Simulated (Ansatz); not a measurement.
```tsv
atom	x (Å)	y (Å)	z (Å)
B	0.1651	-0.4254	0.1404
H	-0.4103	0.5322	0.6290
H	1.2690	-0.2714	-0.3503
H	-0.6225	-0.7878	-0.8718
O	0.1437	-1.6730	1.0799
Al	-0.7973	-2.4766	-0.3385
H	0.1065	-3.4198	-1.2371
H	-2.3248	-2.6691	0.0651
H	-0.3682	-1.4797	1.8858
```

Computed with Ansatz 0.2.0, RKS PBE-D4/def2-SVP.

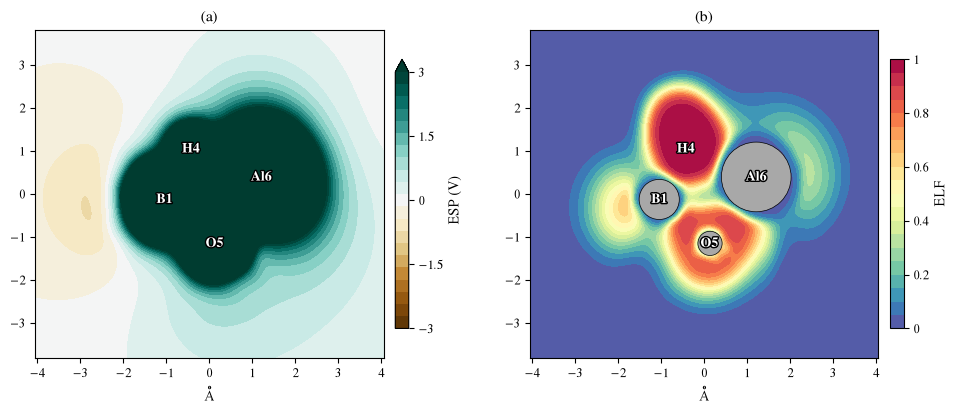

AlBH6O. (a) electrostatic potential; (b) ELF on the plane of atoms B1, Al6 and O5. Grey discs cover the atomic cores in the ELF map.

Question: Interpret the plot.

Answer:
- The plane passes through B, H, O and Al nuclei.
- B–O (1.56 Å): the ELF peaks at about 0.90 between the atoms (a polar covalent bond).
- Al–O (1.88 Å): the ELF peaks at about 0.90 in the valence shell of O, 0.6 Å from its nucleus, and is about 0.45 at the midpoint.
- Al–B (2.32 Å): the ELF is about 0.35 at the midpoint.
- Outside the dense part of the molecule the potential is most negative (−0.7 V) near H2, which lies off the plane.
